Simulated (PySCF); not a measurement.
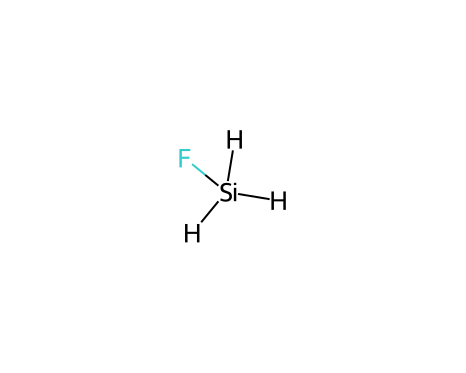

> Write the SMILES.

F[SiH3]

> What is the molecular formula?

FH3Si.

> An optimisation with GFN2-xTB gave a structure of which point group?

C3v.

More results for the same structure follow; atom numbers are the same in all pictures, views and colours differ. Computed geometry: GFN2-xTB optimisation. No frequency run is at hand to confirm it as a minimum.

**Electronic properties**

No frequency run is at hand to confirm it as a minimum. Method: PBE0/def2-SVPD, gas phase (PySCF 2.14.0). Excitations: vertical, linear response.

Computed properties:

- dipole moment: 1.67 D
- HOMO energy (Kohn–Sham orbital): −9.88 eV
- LUMO energy (Kohn–Sham orbital): −0.22 eV
- HOMO–LUMO gap: 9.66 eV
- mean static polarisability: 27.5 bohr³
- lowest vertical singlet excitation: 8.03 eV
- its oscillator strength: 0.010
- brightest of the 6 lowest singlets: 9.46 eV
- its oscillator strength: 0.11

**NMR shielding**

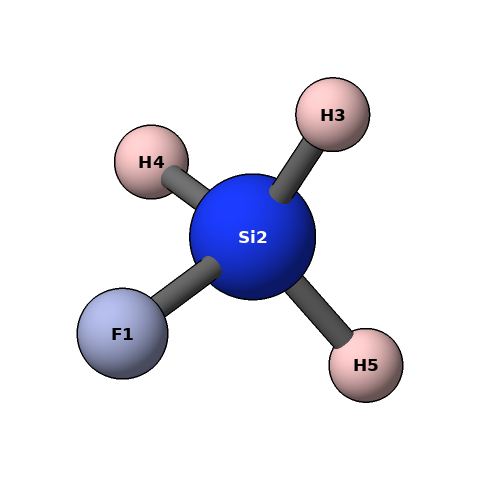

No frequency run is at hand to confirm it as a minimum. Level of theory: GIAO PBE0/pcSseg-1 NMR shielding, non-relativistic, gas phase (PySCF 2.14.0). Principal shieldings σ11 ≤ σ22 ≤ σ33, span Ω = σ33 − σ11, skew κ = 3(σiso − σ22)/Ω.

Give the shielding tensors of the Si atoms.

| atom | σ11 | σ22 | σ33 | σiso | Ω | κ |
| --- | --- | --- | --- | --- | --- | --- |
| Si2 | 316.4 | 316.6 | 445.1 | 359.4 | 128.7 | 1.00 |

Shieldings and span in ppm.

**Bond orders**

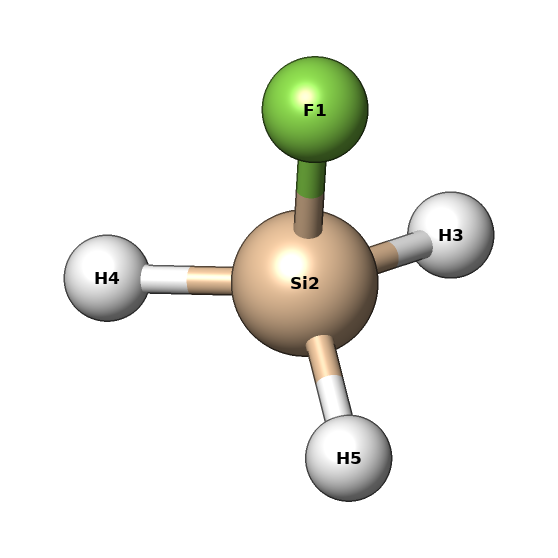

Every bond is drawn as one stick. No frequency run is at hand to confirm it as a minimum. Method: PBE0/pcSseg-1 (PySCF 2.14.0).

List the Mayer bond orders of F1–Si2, Si2–H3 (one bond of each equivalent set).

```tsv
bond	Mayer order	length (Å)
F1–Si2	0.91	1.606
Si2–H3	0.92	1.454
```

The geometry is semi-empirical. Around Si such bond lengths and angles can be off by a tenth of an ångström or more and by several degrees, and values that hang on the shape move with them.
